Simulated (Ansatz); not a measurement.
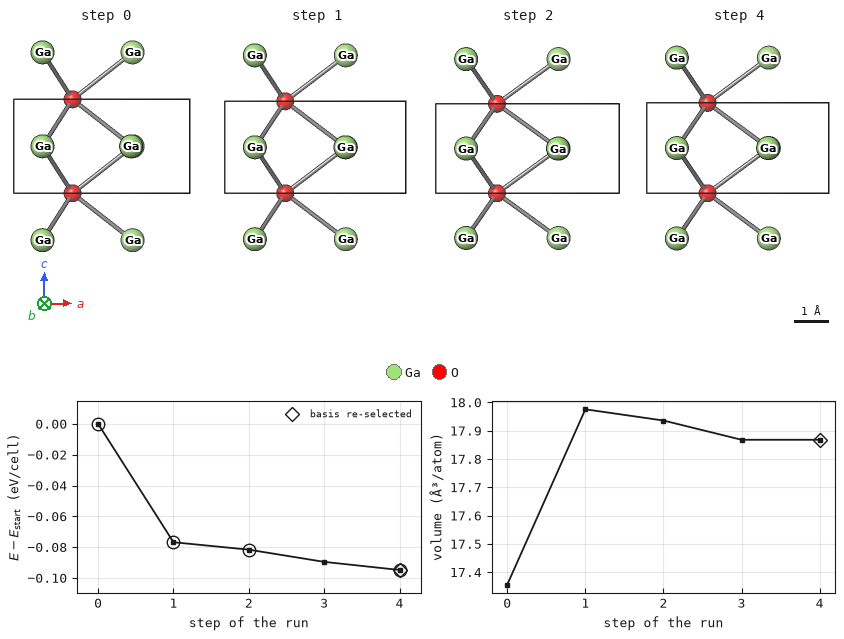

Frames of a relaxation of crystalline Ga4O (a generated structure, set up in P-6m2) (coarse preliminary run), marked on the history of the run. A ball-and-stick model of the cell of the calculation, seen along the b axis.

All numbers below come from DFT PBE, scalar-relativistic, plane waves, PAW (Ansatz).

Input file:
```yaml
crystal:
  lattice:
    - [6.0053317635, 0.0, 0.0]
    - [-3.0026658817, 5.2007698653, 0.0]
    - [0.0, 0.0, 2.7786294585]
  atoms:
    - { symbol: Ga, position: [0.1625743836, 0.8374256164, 0.5] }
    - { symbol: Ga, position: [0.1625743836, 0.3251487672, 0.5] }
    - { symbol: Ga, position: [0.6748512328, 0.8374256164, 0.5] }
    - { symbol: Ga, position: [0.6666666667, 0.3333333333, 0.5] }
    - { symbol: O, position: [0.3333333333, 0.6666666667, 0.0] }
basis:
  ecutwfc: 420
kpoints:
  mp_grid: { grid: [3, 3, 6] }
hamiltonian:
  xc: pbe
scf:
  occupations: { method: gaussian, width: 0.1 }
  lower_state_search: "off"
output:
  forces: true
  stress: true
  eigenvalues: true
relax:
  adjacent_minimum: "off"
  f_tol: 0.04
  max_steps: 70
  cell: { stress_tol: 0.4 }
```

Run as
```bash
ansatz run input.yaml --threads 1 --pin off --max-ram 2560MiB --backend cpu --events-out ev --progress --plain --runs-dir out
```

Question: Describe the path.

Answer: Over 3 accepted moves (4 points after the start) the energy falls by 94.8 meV per cell of the calculation. Largest force component: 0.15 eV/Å at the start, 0.0029 eV/Å at the end. The pressure goes from 0.70 to 0.03 GPa. At 1 point the geometry stayed and the basis and grid were re-selected for the new cell (energy shift of 5.2 meV per cell of the calculation at most each time). The largest moves relative to the cell, 0.024 Å, are those of Ga1, Ga2 and Ga3. Ga2 goes along [1 2 0]. O stays in place. Cell: a = b 6.005 → 6.212 Å (+3.4 %), c 2.779 → 2.674 Å (−3.8 %). Volume +2.9 %. Bond angles that change, for instance: Ga1–O5–Ga1 76.1° → 72.8°, O5–Ga3–O5 76.1° → 72.8°, Ga1–O5–Ga2 86.0° → 88.4°. The space group stays P-6m2 (No. 187). From step 0 to 1: Ga atoms move most (0.03 Å), volume +3.6 %, energy −76.8 meV per cell of the calculation. From step 1 to 2: volume −0.2 %, energy −4.8 meV per cell of the calculation. From step 2 to 4: volume −0.4 %, energy −13.2 meV per cell of the calculation.

```tsv
step	E − E(0), meV/atom	largest force component, eV/Å	pressure, GPa	volume, Å³/atom	note
0	0.00	0.1484	0.70	17.357	
1	-15.36	0.0663	-0.37	17.976	
2	-16.32	0.0425	0.04	17.936	
3	-17.91	0.0021	-0.05	17.868	
4	-18.95	0.0029	0.03	17.868	same geometry, new basis
```

Limits of the set-up: the k-point mesh is coarse for a cell with partly filled bands; layers or molecules are held without a dispersion correction, so their spacing is unreliable.
